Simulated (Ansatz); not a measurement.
System: H4N2Sn (SMILES [NH2][Sn][NH2]).

Input file:

```
crystal:
  periodic: [false, false, false]
  atoms:
    - symbol: "N"
      position_ang: [-1.218190, -0.316378, -0.790924]
    - symbol: N
      position_ang: [1.232927, 0.333108, 0.767118]
    - symbol: Sn
      position_ang: [-0.096840, 1.336208, -0.401487]
    - symbol: H
      position_ang: [-1.043540, -1.254623, -0.444538]
    - symbol: H
      position_ang: [-2.046112, -0.293748, -1.375927]
    - symbol: H
      position_ang: [1.209344, -0.657742, 0.987243]
    - symbol: H
      position_ang: [2.023610, 0.785173, 1.212814]
basis:
  gaussian:
    orbitals: def2-TZVPD
hamiltonian:
  xc: pbe0
output:
  forces: true
  orbitals: {seedname: orbitals}
```

Run with:

```sh
ansatz run input.yaml --threads 2 --pin off --max-ram 5220MiB --events-out events.jsonl --progress --plain --runs-dir runs
```

Geometry: PBE0-D4/def2-SVP; core potentials replace the inner electrons of Sn.

All numbers below come from Ansatz 0.2.0, isolated molecule in a Gaussian basis; Kohn-Sham density functional theory, functional PBE0.

Q: What will maps of the electron density and electron localisation function show?

A: Sn–N (2.03 Å): the density is about 0.76 e/Å³ at the midpoint; the ELF peaks at about 0.85 in the valence shell of N, 0.6 Å from its nucleus, and drops to about 0.15 between the two atoms.
N–H (1.01 Å): ρ at the midpoint is about 2.8 e/Å³; the ELF climbs to about 1 towards the hydrogen, as it does in any bond to H; an ordinary covalent bond to hydrogen.

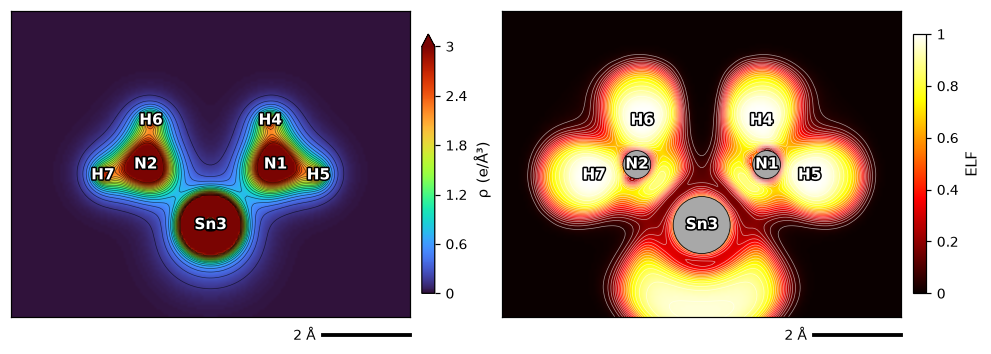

Computed electron density and electron localisation function on the molecular plane, in this order. Grey discs cover the atomic cores in the ELF map. 
